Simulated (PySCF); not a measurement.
```xyz
7

C     0.1372   -0.3765    1.0307
F    -1.5624   -0.6404   -1.2976
Ge    0.2479   -0.2179   -1.0037
H     0.9929    0.1525    1.4891
H     0.1812   -1.4303    1.3524
H    -0.7929    0.0699    1.4204
H     0.0014    1.3924   -0.9761
```

Geometry: PBE0-D4/def2-SVPD.

These are results of Gaussian-basis quantum chemistry of an isolated molecule with PySCF, energy and nuclear gradient, functional PBE0 in PySCF, not measurements.

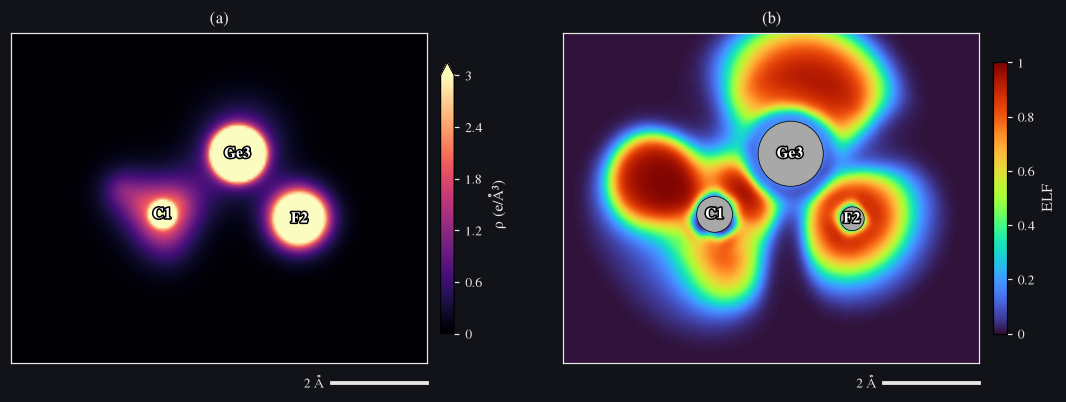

CH$_{4}$FGe (charge −1). (a) electron density; (b) ELF on the plane of atoms C1, Ge3 and F2. Grey discs cover the atomic cores in the ELF map.

Question: What do the fields say about this system?

Answer: The section cuts through C, F and Ge sites.
Ge–F (1.88 Å): ρ is about 0.69 e/Å³ halfway; the ELF peaks at about 0.85 in the valence shell of F, 0.6 Å from its nucleus, and is about 0.25 at the midpoint.
C–Ge (2.04 Å): ρ at the midpoint is about 0.74 e/Å³; the ELF peaks at about 0.95 in the valence shell of C, 0.8 Å from its nucleus, and is about 0.70 at the midpoint.
The ELF also peaks beside F2, away from the bonds: lone-pair regions.
